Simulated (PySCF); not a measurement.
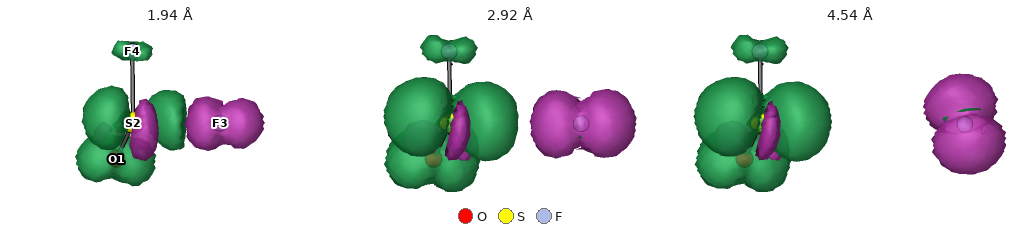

Figure 1: F2OS, SMILES `O=S(F)F`. Rigid stretch of the S2–F3 bond. Broken-symmetry UHF spin density at ±0.03 e/Å³ (green: α, purple: β).

Computed with PySCF, def2-SVP basis, geometry: GFN2-xTB. No frequency check shows the geometry to be a minimum. GFN2-xTB bond lengths at metals and heavier atoms can be off by up to 0.1 Å and shapes distorted, which carries into these values.

### How does the broken-symmetry solution share the spin, and how far is it from a pure singlet?

At 4.54 Å excess α spin lies mostly on S2 and excess β on F3; the two could be swapped at no cost. ⟨S²⟩ is 0.13 at 1.94 Å, 1.00 at 2.92 Å and 1.02 at 4.54 Å, against 0 for a pure singlet and 1 for an equal mix of singlet and triplet.

### Where does the UHF solution part from RHF?

Between 1.78 Å (⟨S²⟩ = 0, the two coincide) and 1.94 Å (⟨S²⟩ = 0.13); at 4.54 Å ⟨S²⟩ is 1.02 and UHF lies 6.4 eV below RHF.

### How much energy does the stretch cost?

By CASSCF, 2.6 eV from the lowest point of the scan (1.62 Å) to 4.54 Å; RHF gives 8.1 eV from its own lowest point. The fragments aren't relaxed and dynamic correlation is missing, so this isn't a bond dissociation energy.

The PySCF run took 50 s on 1 thread of Intel(R) Xeon(R) 6975P-C (Granite Rapids) (shared host), peak memory 0.18 GiB.
